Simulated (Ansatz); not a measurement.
# Amorphous cis-polybutadiene (as short chains C26H42): a series in repeats of the contents

Do the results settle as the cell grows, and how fast does the cost rise?

Computed with Ansatz 0.2.0: Kohn-Sham DFT, PBE+D3(BJ), PAW (set soft_2). Every run is a single point, with the atoms held where the recipe put them (cutoff of the plane-wave runs 420 eV, fixed occupations).

First member: 3 cis-polybutadiene chains of 6 units with methyl end groups placed at random, at 0.81 g/cm³; overlaps pushed apart, then 20 ps at 800 K with MMFF94 bonds, angles, torsions, charges and radii (Halgren, J. Comput. Chem. 17, 490 (1996)) in harmonic and 12-6 forms. Snapshot after 30 ps at 500 K and fixed volume.

Last member: 9 cis-polybutadiene chains of 6 units with methyl end groups placed at random, at 0.81 g/cm³; overlaps pushed apart, then 20 ps at 800 K with MMFF94 bonds, angles, torsions, charges and radii (Halgren, J. Comput. Chem. 17, 490 (1996)) in harmonic and 12-6 forms. Snapshot after 30 ps at 500 K and fixed volume.

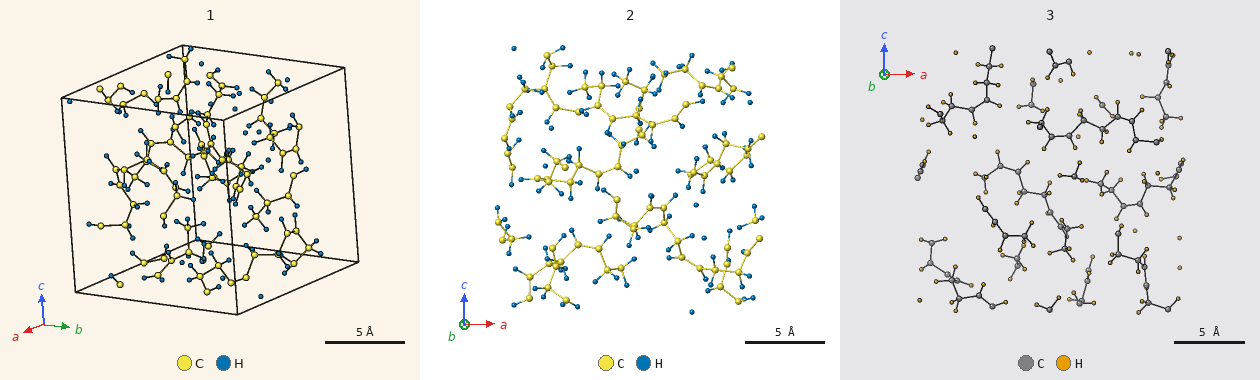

Three members of the series, labelled by repeats of the contents. Bonds to atoms that aren't drawn are left out. Some periodic images of atoms are drawn too. Drawn is a slice 8 Å thick, seen along the normal of the ac plane. Drawn is a slice 6 Å thick, seen along the normal of the ac plane.

The members:

| repeats of the contents | reduced formula | atoms | valence electrons | k-mesh | basis | density (g/cm³) |
| --- | --- | --- | --- | --- | --- | --- |
| 1 | H21C13 | 204 | 438 | 1×1×1 | plane waves | 0.81 |
| 2 | H21C13 | 408 | 876 | 1×1×1 | plane waves | 0.81 |
| 3 | H21C13 | 612 | 1314 | 1×1×1 | support functions | 0.81 |

Each cell is one sample from a classical run, so sample-to-sample scatter enters every column; pressures lack the kinetic term, and hold the strain of bonds inside molecules, whose lengths the classical model set.

The input of the first member, without its atom lines; other members have their own cell and atoms, and may differ in mesh, basis and outputs:

```yaml
crystal:
  lattice:
    - [12.96832, 0.0, 0.0]
    - [0.0, 12.96832, 0.0]
    - [0.0, 0.0, 12.96832]
  atoms:
    [... 204 lines ...]
kpoints:
  mp_grid: { grid: [1, 1, 1] }
hamiltonian:
  xc: pbe
  dispersion: d3bj
scf:
  occupations: { method: fixed }
output:
  forces: true
  stress: true
  populations: true
  dos:
    method: { smearing: { sigma: 0.08 } }
    de: 0.1
    projected: { site_lists: { C: [C], H: [H] } }
  eigenvalues: true
  write_density: true
  write_potential: true
  volumetric_format: npy
```

Results; charges are mean Löwdin charges in e:

| repeats of the contents | pressure (GPa) | r.m.s. force (eV/Å) | gap (eV) | q(C) | q(H) |
| --- | --- | --- | --- | --- | --- |
| 1 | 2.65 | 1.16 | 3.88 | -0.23 | +0.18 |
| 2 | 1.93 | 1.10 | 3.79 | -0.22 | +0.18 |
| 3 | - | 1.21 | 3.95 | - | - |

The gap is that between the highest filled and lowest empty Kohn-Sham level on the run's k-points, and semilocal functionals tend to put gaps under measured ones. The projection misses up to 0.027 e an atom, so the charges add up to more than the cell's charge. Löwdin charges hang on the projection basis and can even invert the polarity of covalent bonds.

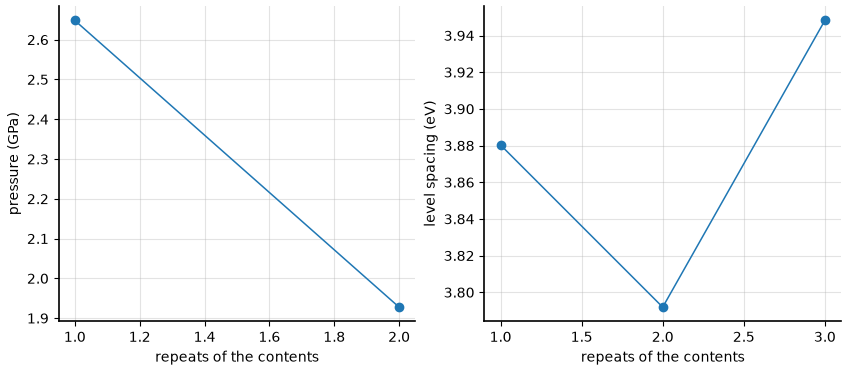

Results against repeats of the contents.

Cost on 8 threads of Arm Neoverse V1, shared host:

| repeats of the contents | atoms | basis | k-mesh | SCF cycles | time | host memory (GiB) | Δ force from the first basis (meV/Å) |
| --- | --- | --- | --- | --- | --- | --- | --- |
| 1 | 204 | plane waves | 1×1×1 | 10 | 23 s | 2.7 | - |
| 1 | 204 | support functions | 1×1×1 | 13 | 48 s | 3.5 | 5.6 |
| 2 | 408 | plane waves | 1×1×1 | 10 | 2.2 min | 7.9 | - |
| 2 | 408 | support functions | 1×1×1 | 13 | 1.9 min | 5.9 | 5.6 |
| 2 | 408 | support functions, truncated | 1×1×1 | 16 | 4.2 min | 6.8 | 5.6 |
| 3 | 612 | support functions | 1×1×1 | 12 | 3.3 min | 8.1 | - |
| 3 | 612 | support functions, truncated | 1×1×1 | 16 | 9.6 min | 10 | 0.17 |

Times include the outputs that each run asked for, on hosts shared with other jobs.

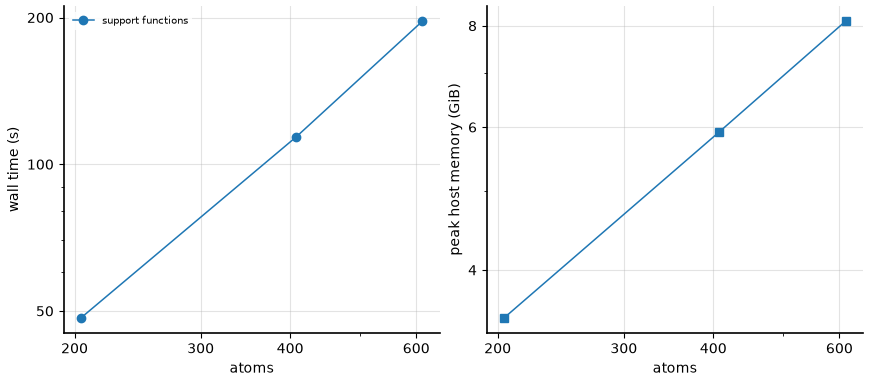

Wall time and memory against the number of atoms.

What the series shows: The gap is lowest at 2 (3.79 eV) and highest at 3 (3.95 eV), with no steady trend; in single samples it varies with the configuration. Support functions take 2.1 times the wall time of plane waves at 204 atoms and 0.87 times at 408 (the times hold unlike extra outputs; shared hosts, so rough).

Caveats: The network of contacts between molecules at the start is that of the classical potential that made the cell, and needn't be the one that DFT or experiment would give.

[Logs are printed without paths, hosts, clocks, repeated set-up lines and the standing remarks that a program may print on its own settings, such as how far it seeks lower states.]

[Hosts, paths, dates, database ids (printed as entryN), source tags and the programs' standing remarks are cut or masked in the printed files.]

[The MMFF94 radii named for the starting cell were scaled by 0.96; in molecules described by MMFF94, hydrogen bound to N, O or S took a small fixed 12-6 site in their place.]
